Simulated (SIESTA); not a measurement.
Convergence study of the cutoff of the real-space grid for VRe (Cmm2, 2 atoms in the cell)

```
VRe
1.0
    1.50727    -2.17574     0.00000
    1.50727     2.17574     0.00000
    0.00000     0.00000     4.20942
V Re
1 1
Cartesian
  1.50727   0.00000   2.15471
  0.00000   0.00000   0.00000
```

Method: LDA PW92, numerical atomic orbitals DZP, PseudoDojo LDA standard norm-conserving potentials (rewritten from UPF to PSML) in SIESTA.

Base settings: XC.functional = LDA; XC.authors = PW92; potentials = PseudoDojo LDA standard; PAO.BasisSize = DZP; PAO.EnergyShift = 0.01 Ry; MeshCutoff = 400 Ry; kgrid.MonkhorstPack = 5 5 3; OccupationFunction = FD; ElectronicTemperature = 1160.45 K; MaxSCFIterations = 150.

The second cell is the first with its lattice scaled by 0.98.

The mesh stays at the base's, so the ladder's end is converged at best in this setting alone.

Only quantities that move along the ladder and can be compared are tabulated.

The starting cell comes from a database of computed structures (which also holds hypothetical and non-ambient phases and stackings), without a prior relaxation at this level. Its lattice was rescaled by up to half a per cent. One atom was moved a little off its site on purpose. Spin polarisation is off. Values carry the incompleteness of an atom-centred basis. In the base run, with a pressure of about -10 GPa the cell is away from its equilibrium volume at this level. Without a gap this mesh is coarse (it stands for a supercell whose shortest vector is 13 Å).

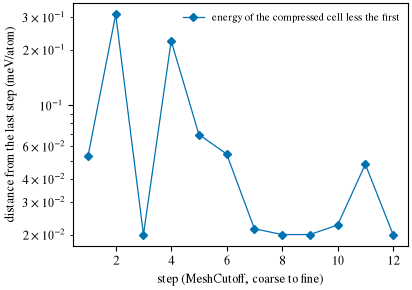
Figure: Distance from the last step along the ladder; very small values are drawn at a floor.

```tsv
MeshCutoff	energy of the compressed cell less the first (meV/atom)	pressure (GPa)	largest difference of a force vector from the last step's (eV/Å)
140 Ry (140 Ry used)	-2.37	-10.60	0.032
180 Ry (180 Ry used)	-2.12	-10.24	0.009
200 Ry (202 Ry used)	-2.43	-10.20	0.003
240 Ry (250 Ry used)	-2.20	-10.33	0.002
320 Ry (359 Ry used)	-2.36	-10.13	0.001
360 Ry (390 Ry used)	-2.37	-10.13	0.002
400 Ry (405 Ry used)	-2.41	-10.31	0.003
440 Ry (455 Ry used)	-2.43	-10.31	0.001
540 Ry (562 Ry used)	-2.44	-10.28	0.003
600 Ry (639 Ry used)	-2.41	-10.30	0.001
700 Ry (720 Ry used)	-2.38	-10.31	0.002
800 Ry (809 Ry used)	-2.45	-10.19	0.002
960 Ry (998 Ry used)	-2.43	-10.21	0.000
```

Coarsest MeshCutoff that holds the pressure within 0.2 GPa of the last step, with all finer ones: 180 Ry (180 Ry used); the step before is off by 0.39 GPa.

Coarsest MeshCutoff that holds the forces within 0.02 eV/Å of the last step, with all finer ones: 180 Ry (180 Ry used); the step before is off by 0.032 eV/Å.

Coarsest MeshCutoff that holds the energy of the compressed cell less the first within 0.2 meV/atom of the last step, with all finer ones: 320 Ry (359 Ry used); the step before is off by 0.22 meV/atom.

Left out of this page: 4 runs of the series outside the window shown, repeating another row's setting, or not comparable.
